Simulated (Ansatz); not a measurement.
The starting structures come from a database of crystals and need not be the phases stable at ambient conditions.

 Where the default PAW files enter, the runs use the earlier of Ansatz's two default sets.

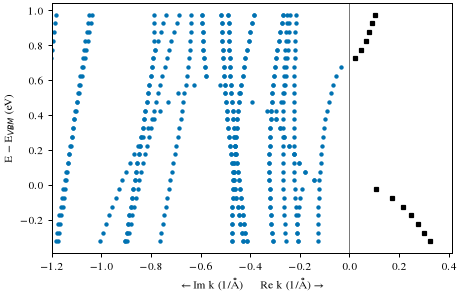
*Complex bands at the centre of the two-dimensional zone; r2SCAN (Ansatz, a first-principles code)*

The gap is the functional's own, uncorrected, and κ follows it; spin-orbit coupling is left out. Mid-gap values are interpolated between the computed energies.

### Question
This is InSe (P-6m2, not sure to be the ambient phase, 8 atoms a cell, 29.3 Å³ an atom) along the normal of (100). Read off the slowest decay at the centre of the two-dimensional zone at 0.38 eV, the computed energy nearest the middle of the gap.

### Answer
κ ≈ 0.10 1/Å, a decay length 1/(2κ) of the density of 5.2 Å.
